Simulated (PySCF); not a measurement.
# One shape, several levels: singlet CH6AlOSi+

Wanted: a comparison of 6 runs (BHLYP/def2-SVP, M06-2X/def2-SVP, PBE0/def2-SVP, SVWN5/def2-SVP, TPSS/def2-SVP, SCS-MP2/def2-SVP) of singlet CH6AlOSi+. Input form: a Python script.

Program for the calculation: PySCF 2.14.0.

2 further runs of the same task are left out: 2 set aside as unsound or not needed.

## (1) The system as given

CH6AlOSi+ has 10 atoms, charge +1, and is taken as a singlet. SMILES of the parent species: `[CH3][Al][O][SiH3]`. Geometry: relaxed at PBE0-D4/def2-TZVP. This is one conformer, not always the lowest. That shape belongs to the parent species and isn't relaxed for this state.

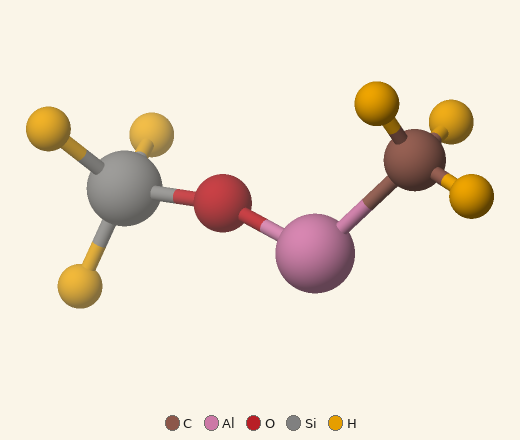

Viewed from a chosen angle; carbon brown, aluminium pink, oxygen red, silicon grey, hydrogen amber.

## (2) A single-point energy at BHLYP/def2-SVP (run 1)

Input file run.py:

```python
from pyscf import gto, dft

molecule = gto.Mole()
molecule.atom = '''
C    0.243800   1.981800  -1.341400
Al   1.086500   0.300600  -0.766100
O    0.194200  -0.660700   0.309100
Si  -0.287900  -1.859400   1.294000
H   -0.701000   1.751800  -1.844500
H    0.014800   2.586100  -0.457700
H    0.869800   2.566000  -2.016900
H    0.686800  -2.984600   1.283800
H   -1.611000  -2.377800   0.854700
H   -0.413000  -1.355000   2.687900
'''
molecule.max_memory = 1860
molecule.verbose = 3
molecule.charge = 1
molecule.basis = 'def2-svp'
molecule.build()

calc0 = dft.RKS(molecule, xc='bhandhlyp')
calc0.grids.level = 5
calc0.conv_tol = 1e-10
calc0.kernel()
if not calc0.converged:
    calc0 = calc0.newton().run(calc0.mo_coeff, calc0.mo_occ)

energy = calc0.e_tot
print('Final energy', energy)
```

Launch:

```sh
$ OMP_NUM_THREADS=1 python run.py
```

The log of the run:

```text
converged SCF energy = -648.321706343422
Final energy -648.3217063434222
```

Run time: 22 s. Hardware: 1 thread of Intel Xeon at 2.70GHz, shared host; peak memory 0.48 GiB.

## (3) A single-point energy at M06-2X/def2-SVP (run 2)

Input file job.py:

```python
from pyscf import gto, dft

mol = gto.M(
    atom='''
C    0.243800   1.981800  -1.341400
Al   1.086500   0.300600  -0.766100
O    0.194200  -0.660700   0.309100
Si  -0.287900  -1.859400   1.294000
H   -0.701000   1.751800  -1.844500
H    0.014800   2.586100  -0.457700
H    0.869800   2.566000  -2.016900
H    0.686800  -2.984600   1.283800
H   -1.611000  -2.377800   0.854700
H   -0.413000  -1.355000   2.687900
''',
    max_memory=1860,
    verbose=4,
    charge=1,
    basis='def2-svp',
)

mf = dft.RKS(mol)
mf.xc = 'm06-2x'
mf.conv_tol = 1e-10
mf.grids.level = 5
mf.kernel()
if not mf.converged:
    mf = mf.newton().run(mf.mo_coeff, mf.mo_occ)

etot = mf.e_tot
print('E(%s) = %.9f' % ('M06-2X', etot))
```

Launch:

```sh
$ OMP_NUM_THREADS=1 python job.py
```

The log of the run:

```text
PySCF version 2.14.0

[... 81 lines left out ...]
converged SCF energy = -648.291773745124
E(M06-2X) = -648.291773745
```

It took 38 s on 1 thread of Intel Xeon at 2.70GHz, shared host; peak memory 0.5 GiB.

Runs 3 to 5 aren't shown in full; the table further down has their settings and results.

## (4) The energy at SCS-MP2/def2-SVP (run 6)

Input file geometry.xyz:

```xyz
10

C      0.243800     1.981800    -1.341400
Al     1.086500     0.300600    -0.766100
O      0.194200    -0.660700     0.309100
Si    -0.287900    -1.859400     1.294000
H     -0.701000     1.751800    -1.844500
H      0.014800     2.586100    -0.457700
H      0.869800     2.566000    -2.016900
H      0.686800    -2.984600     1.283800
H     -1.611000    -2.377800     0.854700
H     -0.413000    -1.355000     2.687900
```

Input file calc.py:

```python
from pyscf import gto, mp

system = gto.M(
    atom='geometry.xyz',
    verbose=3,
    basis='def2-svp',
    charge=1,
    max_memory=1860,
)

myscf = system.RHF()
myscf.conv_tol = 1e-10
myscf.kernel()
if not myscf.converged:
    myscf = myscf.newton().run(myscf.mo_coeff, myscf.mo_occ)

pt = mp.MP2(myscf, frozen=12).run()
e_tot = myscf.e_tot + 1.2 * pt.e_corr_os + pt.e_corr_ss / 3
print('Final energy', e_tot)
```

Launch:

```sh
$ OMP_NUM_THREADS=1 python calc.py
```

The log of the run:

```text
converged SCF energy = -646.62342300069
E(RMP2) = -647.098992528777  E_corr = -0.475569528086344
E(SCS-RMP2) = -647.103864803862  E_corr = -0.480441803171799
Final energy -647.1038648038622
```

Run time: 2.1 s. Hardware: 1 thread of Intel Xeon at 2.70GHz, shared host; peak memory 0.22 GiB.

## (5) All runs side by side

| run | level | integration grid | frozen core orbitals | energy (Eh) | HOMO energy (eV) | LUMO energy (eV) | HOMO–LUMO gap (eV) | wall time |
| --- | --- | --- | --- | --- | --- | --- | --- | --- |
| 1 | BHLYP/def2-SVP | 5 | – | -648.321706 | -14.02 | -8.64 | 5.38 | 22 s |
| 2 | M06-2X/def2-SVP | 5 | – | -648.291774 | -14.03 | -8.71 | 5.32 | 38 s |
| 3 | PBE0/def2-SVP | 5 | – | -648.008557 | -12.81 | -9.35 | 3.46 | 23 s |
| 4 | SVWN5/def2-SVP | 5 | – | -645.227060 | -11.63 | -10.14 | 1.49 | 13 s |
| 5 | TPSS/def2-SVP | 5 | – | -648.451107 | -11.81 | -9.94 | 1.87 | 41 s |
| 6 | SCS-MP2/def2-SVP | – | 12 | -647.103865 | -16.00 | -6.55 | 9.45 | 2.1 s |

## (6) What came out

| quantity | value |
| --- | --- |
| run 6: total energy | -647.10386 Eh |
| run 6: HOMO energy (Hartree–Fock orbitals) | -16.00 eV |
| run 6: LUMO energy (Hartree–Fock orbitals) | -6.55 eV |
| run 6: HOMO–LUMO gap (Hartree–Fock orbitals) | 9.45 eV |
| run 6: correlation energy (12 core orbitals frozen) | -480.4 mEh |

**Reading.** Over runs 1, 2, 3, 4, 5 the HOMO–LUMO gap runs from 1.49 eV (SVWN5/def2-SVP) to 5.38 eV (BHLYP/def2-SVP). Totals of different functionals can't be ranked against each other. All runs together took 2.3 min, the longest 41 s.
